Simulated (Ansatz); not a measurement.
# C$_{3}$H$_{2}$FNO (SMILES Fc1ncco1): what the fields show

Input file:

```
crystal:
  periodic: [false, false, false]
  atoms:
    - symbol: C
      position_ang: [-0.583123, 1.114984, -0.082661]
    - symbol: C
      position_ang: [-1.013482, 0.768463, -2.099199]
    - symbol: C
      position_ang: [0.080516, 1.577122, -2.054873]
    - symbol: F
      position_ang: [-0.529900, 1.172780, 1.216613]
    - symbol: "N"
      position_ang: [-1.431798, 0.477884, -0.806333]
    - symbol: O
      position_ang: [0.364103, 1.805502, -0.724722]
    - symbol: H
      position_ang: [-1.532956, 0.372354, -2.970808]
    - symbol: H
      position_ang: [0.736508, 2.051287, -2.779074]
basis:
  gaussian:
    orbitals: def2-TZVPD
total_charge: 0
hamiltonian:
  xc: {name: PBE0}
output: {forces: true, orbitals: {seedname: orbitals}}
```

Command:

```sh
ansatz run input.yaml --threads 2 --pin off --max-ram 5220MiB --events-out events.jsonl --progress --plain --runs-dir runs
```

Geometry: r2SCAN-D4/def2-SVP.

Level of theory: isolated molecule in a Gaussian basis; Kohn-Sham density functional theory, functional PBE0 (Ansatz 0.2.0).

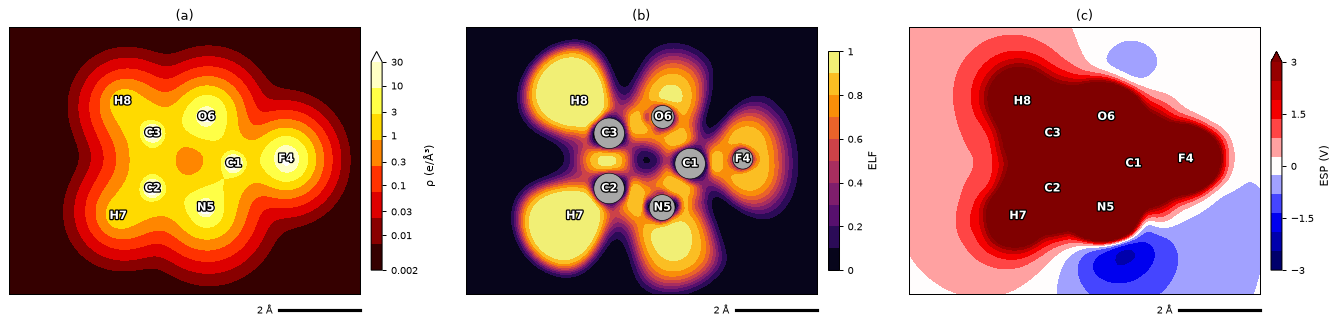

Figure 1. (a) electron density; (b) ELF; (c) electrostatic potential on the molecular plane. Grey discs cover the atomic cores in the ELF map.

What do the fields say about this system?

Answer. Atoms in the plane: C, F, N, O and H.
C–N (1.28 Å): the density is about 2.8 e/Å³ at the midpoint; the ELF peaks at about 0.90 between the atoms: a covalent bond.
C–F (1.30 Å): ρ at the midpoint is about 2.6 e/Å³; the ELF peaks at about 0.85 between the atoms, as expected for a polar covalent bond.
C–O (1.34 Å): ρ at the midpoint is about 2.5 e/Å³; the ELF peaks at about 0.90 between the atoms, as expected for a shared but strongly polarised pair.
C–C (1.36 Å): the density is about 2.3 e/Å³ at the midpoint; the ELF peaks at about 0.95 between the atoms (localised, covalent bonding).
C–H (1.09 Å): the density is about 2.1 e/Å³ at the midpoint; the ELF climbs to about 1 towards the hydrogen, as it does in any bond to H; a covalent bond by its length.
The ELF also peaks beside N5, F4 and O6, away from the bonds: lone-pair regions.
Outside the dense part of the molecule the potential is most negative (−2.0 V) near N5.

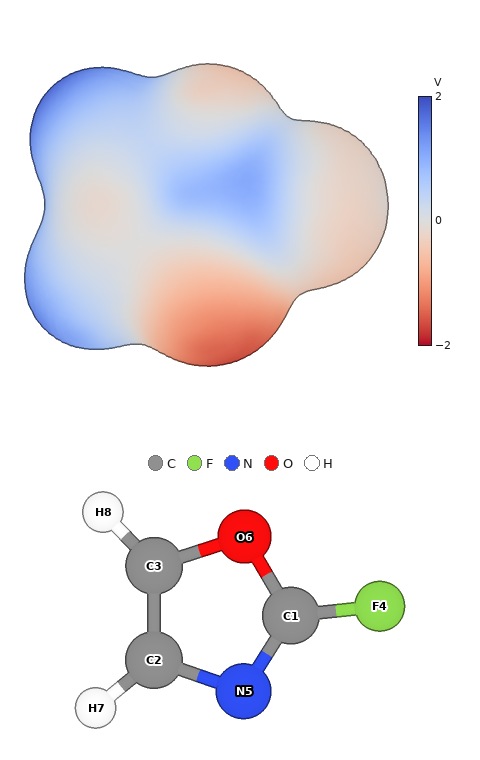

Figure 2. The molecular electrostatic potential painted on the density surface at 0.002 e/bohr³, seen at a tilt; the colour scale runs from red (negative) to blue (positive). The bare structure is drawn below in the same view.

Where is the surface potential most negative and most positive?

Answer. The most negative region (about −1.6 V, or −37 kcal/mol for a unit charge) lies over N5, the most positive (about +1.7 V, or +39 kcal/mol for a unit charge) over H8. N5 is the likeliest acceptor of a hydrogen bond.

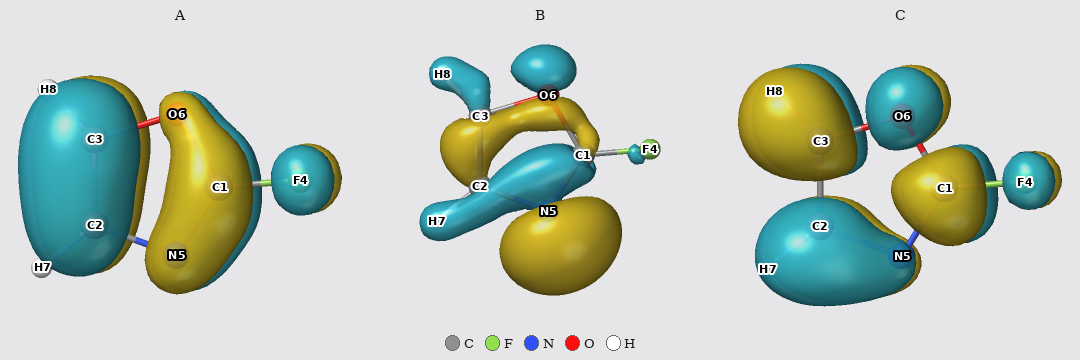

Figure 3. Three frontier orbitals at ±0.1 Å⁻³ᐟ² (yellow and cyan are the two phases), in no order.

Order the three orbitals by energy and name them.

Answer. B is the HOMO−1 (−9.09 eV). It lies mainly on N5 (about 70 %), C2 (about 10 %) and C1 (about 10 %); it is symmetric in the molecular plane (an in-plane orbital: σ, lone-pair or in-plane π type); largely a lone pair of N5. A is the HOMO (−7.42 eV). Its weight (Hirshfeld) is mainly on C3 (about 35 %), C2 (about 25 %), C1 (about 15 %), N5 (about 10 %) and F4 (about 5 %); it changes sign across the molecular plane (π type); π-bonding across C1–N5 and C2–C3; π-antibonding (a node) across C2–N5. C is the LUMO (−0.24 eV). By Hirshfeld shares it lies mainly on C3 (about 25 %), C1 (about 20 %), C2 (about 20 %), O6 (about 15 %) and N5 (about 10 %); it changes sign across the molecular plane (π type); π-bonding across C2–N5; π-antibonding (a node) across C1–N5, C1–O6, C2–C3 and C3–O6.

What is the HOMO–LUMO gap?

Answer. 7.18 eV between the orbital energies.
